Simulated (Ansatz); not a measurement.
# BH2Cl (SMILES BCl): HSE06/STO-3G

What is the vertical ionisation energy of BH2Cl at HSE06/STO-3G? 

Program for the calculation: Ansatz 0.2.0.

56 further runs of the same task are left out: 2 that didn't finish, 54 set aside as unsound or not needed.

## (1) The structure to begin with

The species is BH2Cl (4 atoms), meant as a singlet with charge 0. As SMILES, `BCl`. The shape is that of a PBE0-D4/def2-TZVP optimisation.

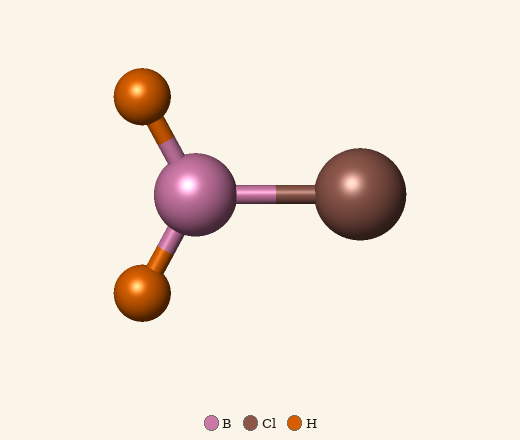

The structure, seen from a chosen angle (boron pink, chlorine brown, hydrogen orange).

## (2) A single-point energy at HSE06/STO-3G

run.yaml reads:

```yaml
crystal:
  periodic: [false, false, false]
  atoms:
    - symbol: B
      position_ang: [-0.116700, 0.021700, -0.075300]
    - symbol: Cl
      position_ang: [1.365000, -0.395300, 0.721200]
    - symbol: H
      position_ang: [-1.106200, -0.559500, 0.240400]
    - symbol: H
      position_ang: [-0.086600, 0.872800, -0.906600]
basis:
  gaussian: {orbitals: STO-3G}
hamiltonian: {xc: hse06}
accuracy: high
```

Command:

```console
$ ansatz run run.yaml --threads 1 --pin off --max-ram 2610MiB --events-out events.jsonl --progress --plain --runs-dir runs
```

Log:

```text
Warning: RAYON_NUM_THREADS=1 ignored (pool sized by the plan → 1); use --threads N
Functional definition: HSE06
  name "HSE06"
  parameter a = 0.25
  parameter omega = 0.11/bohr
  exchange = pbe_x - a*pbe_x_sr(omega) + a*exact_x_sr(omega)
  correlation = pbe_c
263 factors; integrals over basis functions are off by at most 1.2e-8 eV
55 factors; integrals over basis functions are off by at most 8.3e-10 eV
mean field evaluation 1: about -13081.3225 eV, gradient 1.3e1 eV
mean field evaluation 2: about -13081.0835 eV, gradient 1.6e1 eV
mean field evaluation 4: about -13082.0540 eV, gradient 8.8e-2 eV
mean field evaluation 8: about -13082.0288 eV, gradient 5.4e-5 eV
mean field -13082.02877796 eV, -480.7556902723 hartree, gradient 7.7e-9 eV, S^2 0.000000; 0 other end points of the search recorded, 0 dependent functions left out
reference -13082.02877951 eV, -480.7556903292 hartree; 12, 12 occupied and 4, 4 virtual orbitals, 263 factors
Total energy: -13082.02877951 eV, -480.7556903292 hartree
```

Wall time 0.95 s (1 thread of Arm Neoverse V1, shared host).

## (3) The doublet cation, same level

input.yaml reads:

```yaml
crystal:
  periodic: [false, false, false]
  atoms:
    - symbol: B
      position_ang: [-0.116700, 0.021700, -0.075300]
    - symbol: Cl
      position_ang: [1.365000, -0.395300, 0.721200]
    - symbol: H
      position_ang: [-1.106200, -0.559500, 0.240400]
    - symbol: H
      position_ang: [-0.086600, 0.872800, -0.906600]
basis:
  gaussian: {orbitals: STO-3G}
total_charge: 1
magnetization: {spin_polarized: true, initial_magnetization: 1}
hamiltonian: {xc: {name: HSE06}}
accuracy: high
```

Command:

```console
$ ansatz run input.yaml --threads 1 --pin off --max-ram 2610MiB --events-out events.jsonl --progress --plain --runs-dir runs
```

Log:

```text
Warning: RAYON_NUM_THREADS=1 ignored (pool sized by the plan → 1); use --threads N
Functional definition: HSE06
  name "HSE06"
  parameter a = 0.25
  parameter omega = 0.11/bohr
  exchange = pbe_x - a*pbe_x_sr(omega) + a*exact_x_sr(omega)
  correlation = pbe_c
261 factors; integrals over basis functions are off by at most 1.2e-8 eV
55 factors; integrals over basis functions are off by at most 8.3e-10 eV
mean field evaluation 1: about -13068.7918 eV, gradient 1.4e1 eV
mean field evaluation 2: about -13058.9131 eV, gradient 4.1e1 eV
mean field evaluation 4: about -13071.2793 eV, gradient 1.3e0 eV
mean field evaluation 8: about -13071.2659 eV, gradient 7.2e-2 eV
mean field evaluation 16: about -13071.2660 eV, gradient 1.8e-7 eV
mean field -13071.26599151 eV, -480.3601651657 hartree, gradient 1.5e-8 eV, S^2 0.751943; 0 other end points of the search recorded, 0 dependent functions left out
reference -13071.26599315 eV, -480.3601652258 hartree; 12, 11 occupied and 4, 5 virtual orbitals, 261 factors
Total energy: -13071.26599315 eV, -480.3601652258 hartree
```

Wall time 1.6 s (1 thread of Arm Neoverse V1, shared host); peak memory 0.11 GiB.

## (4) Summary of results

Level: HSE06/STO-3G.

```
                                          quantity          value
                       singlet BH2Cl: total energy  -480.75569 Eh
                      doublet cation: total energy  -480.36017 Eh
                              doublet cation: ⟨S²⟩          0.752
vertical ionisation energy (to the doublet cation)      10.763 eV
```

What this shows: Removing an electron at fixed nuclei costs 10.76 eV (248 kcal/mol). In a minimal basis such a difference can be off by several eV, whatever the method.
